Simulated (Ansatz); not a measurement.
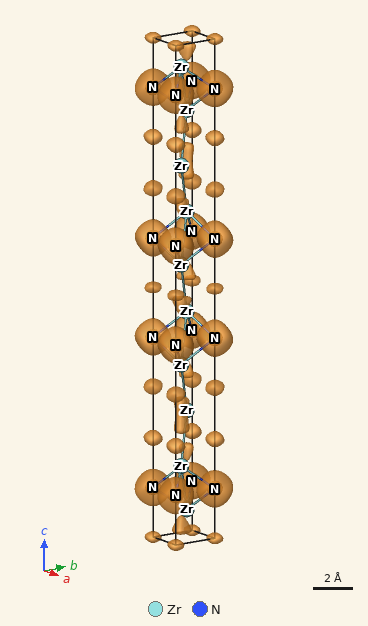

The picture shows: Zr$_{5}$N$_{2}$. Isosurface of the ELF at 0.65 (orange), seen slightly off an axis. Only the valence region is drawn (cores and ρ < 0.01 e/Å³ removed). Sticks mark near contacts.

Space group P6₃/mmc; a generated structure, not necessarily the stable one.

All numbers below come from DFT r2SCAN, scalar-relativistic, plane waves, PAW in Ansatz.

In a PAW calculation such maps are meaningful between the atoms, not at the nuclei.

Where are the electrons localised?

Answer. The surface consists of four regions wrapped around N (the valence shell of each) and 16 pockets between the atoms, centred on no nucleus (multi-centre or interstitial), counted in one cell of 14 atoms. Regions shared between cells count once.

Values along the shortest contacts:
Zr–N (2.27 Å): the ELF peaks at about 0.80 in the valence shell of N, 0.7 Å from its nucleus, and drops to about 0.15 between the two atoms (no localised pair shows between them). Zr–Zr (3.17 Å): the ELF is about 0.10 at the midpoint: no shared electron pair shows on this line.
